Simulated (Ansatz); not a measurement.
CH4O3Si (SMILES O=C(O)O[SiH3])

```xyz
9

O     0.9452   -1.1311    0.6437
C     1.0590    0.0016    0.2506
O     2.1899    0.7033    0.2649
O     0.0770    0.7265   -0.2576
Si   -1.4481   -0.0015   -0.3577
H     2.8644    0.1262    0.6435
H    -1.3885   -1.1843   -1.2429
H    -2.2784    1.0659   -0.9560
H    -1.9321   -0.3531    0.9944
```

Geometry: PBE0-D4/def2-TZVP.

Method: Ansatz 0.2.0, RKS PBE0-D4/def2-TZVPP.

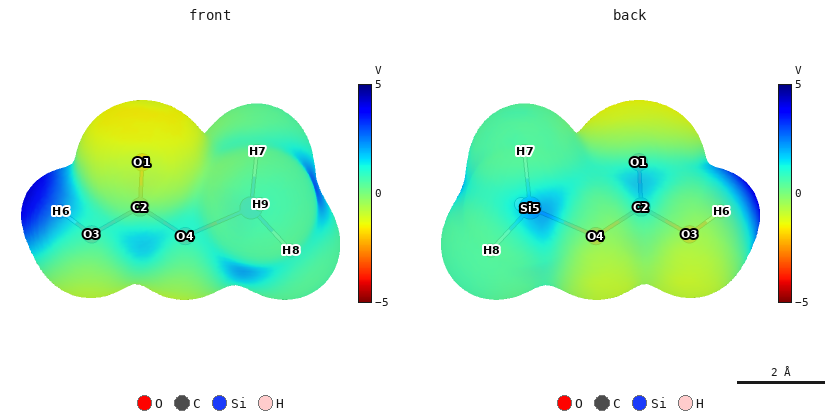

Figure 1. The molecular electrostatic potential painted on the density surface at 0.004 e/bohr³, seen from the front and from behind; red is negative and blue positive.

Which sites attract a positive test charge, and which a negative one?

A positive charge is drawn to the negative regions and a negative charge to the positive ones. The most negative region (about −1.5 V) lies over O1, the most positive (about +4.0 V) over H6. O1 is the likeliest acceptor of a hydrogen bond.

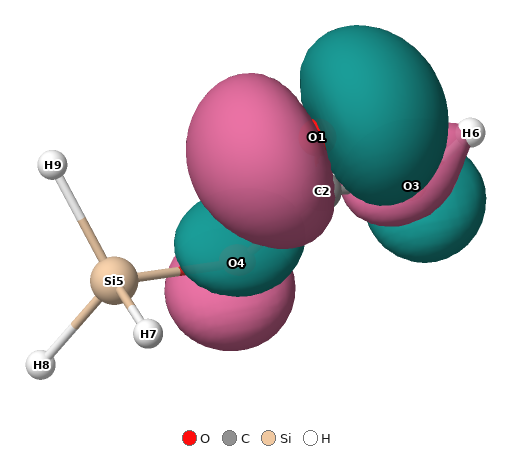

Figure 2. The HOMO at ±0.1 Å⁻³ᐟ² (teal and pink are the two phases), seen at an oblique angle.

What is the character of this orbital?

By Hirshfeld shares it lies mainly on O1 (about 65 %), O4 (about 10 %), O3 (about 10 %) and C2 (about 10 %); largely a lone pair of O1. Its energy is −8.74 eV.

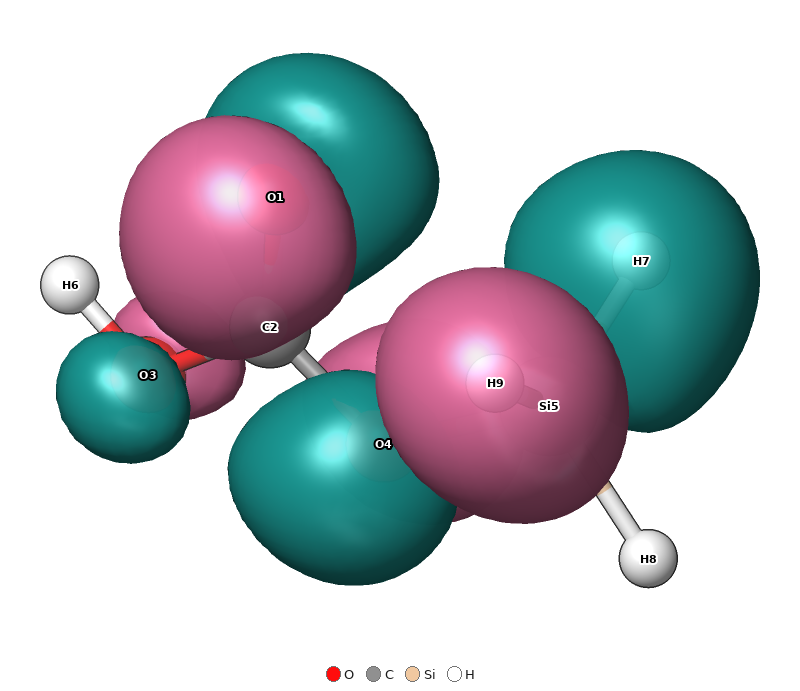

Figure 3. The HOMO−1 at ±0.08 Å⁻³ᐟ² (teal and pink are the two phases), seen at a tilt.

Where does this orbital lie, and at what energy?

By Hirshfeld shares it lies mainly on O1 (about 35 %), O4 (about 25 %), Si5 (about 10 %), H7 (about 10 %), H9 (about 10 %) and C2 (about 10 %). Its energy is −9.42 eV.
